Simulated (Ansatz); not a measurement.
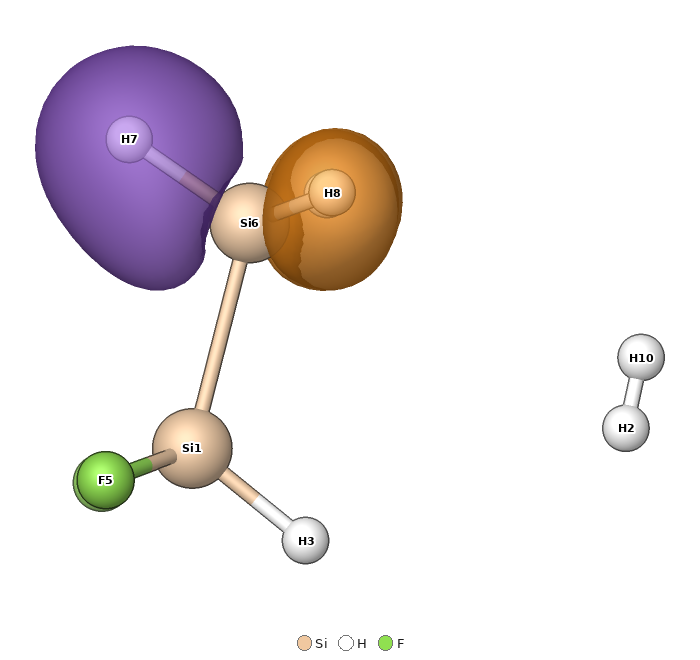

F₂H₄Si₂···H₂. The HOMO−1 at ±0.15 Å⁻³ᐟ² (orange and purple are the two phases), seen across its widest extent.

Computed with Ansatz, RHF/6-31G*.

Input

```
crystal:
  periodic: [false, false, false]
  atoms:
    - { symbol: Si, position_ang: [-0.46521, -0.126978, -0.414827] }
    - { symbol: H, position_ang: [-0.035535, 0.412796, 2.168113] }
    - { symbol: H, position_ang: [0.814383, -0.02149, 0.289533] }
    - { symbol: F, position_ang: [-0.503329, 1.056603, -1.479891] }
    - { symbol: F, position_ang: [-0.410349, -1.484265, -1.245832] }
    - { symbol: Si, position_ang: [-2.387764, -0.08099, 0.775509] }
    - { symbol: H, position_ang: [-3.507191, -0.373402, -0.142895] }
    - { symbol: H, position_ang: [-2.374279, -1.096055, 1.845837] }
    - { symbol: H, position_ang: [-2.597709, 1.253631, 1.366146] }
    - { symbol: H, position_ang: [-0.552316, 0.460151, 2.639106] }
basis:
  gaussian: { orbitals: "6-31G*" }
hamiltonian:
  xc: hf
relax:
  f_tol: 0.03
  max_steps: 50
output:
  orbitals: {}
```

Run with:

```sh
ansatz run input.yaml --threads 1 --pin off --max-ram 2048MiB --backend cpu --events-out ev --progress --plain --runs-dir out
```

The fields are those of the run's last geometry, not of the input's.

What is the character of this orbital?

By Hirshfeld shares it lies mainly on Si6 (about 40 %), H7 (about 35 %), H9 (about 10 %) and H8 (about 10 %). Its energy is −13.61 eV.
